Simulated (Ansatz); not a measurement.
```xyz
8

Al    0.704    0.578   -0.731
F    -1.283    1.171    1.534
H     2.064    1.064   -0.021
H    -0.099    1.234   -1.963
H    -1.185    0.259    1.345
N     0.018   -1.069   -0.115
H    -0.738   -1.566   -0.589
H     0.519   -1.672    0.540
```

Q: Where will the first 6 clear peaks of this molecule's radial distribution curve from gas electron diffraction lie, and which pairs make them?

A: Peak 1, 0.99 Å: F–H 0.94 Å, N–H 1.02 Å (×2), not resolved
Peak 2, 1.61 Å: Al–H 1.61 Å (×2)
Peak 3, 1.89 Å: Al–N 1.89 Å
Peak 4, 2.61 Å: Al···H 2.59 Å (×2); in its flanks N···H 2.31 Å
Peak 5, 3.06 Å: F···N 3.07 Å, Al···F 3.07 Å
Peak 6, 3.60 Å: F···H 3.51–3.69 Å (×4), H···H 3.61–3.89 Å (×4), not resolved

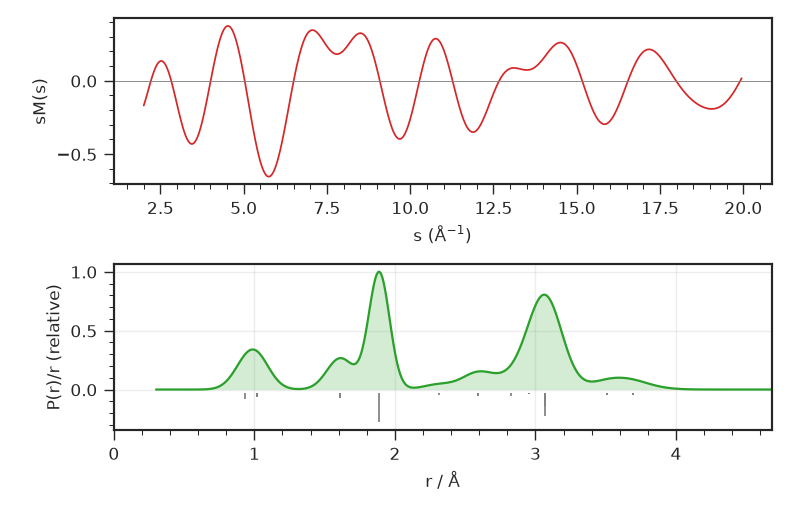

Simulated gas electron diffraction: reduced molecular intensity sM(s) from the Debye equation in the first Born approximation (top) and the radial distribution curve (bottom) of AlFH₅N. Each pair of atoms contributes with weight ZᵢZⱼ/r (bars below the curve); damping constant 0.0015 Å²; vibrational amplitudes assumed, not computed: 0.05 Å for bonds, 0.078 Å for bonds to H, 0.06 + 0.015 r up to 0.15 Å for other pairs. The geometry is the end point of an optimisation (Ansatz 0.2.0, RKS PBE-D4/6-31G); it may be a saddle point or a higher isomer.
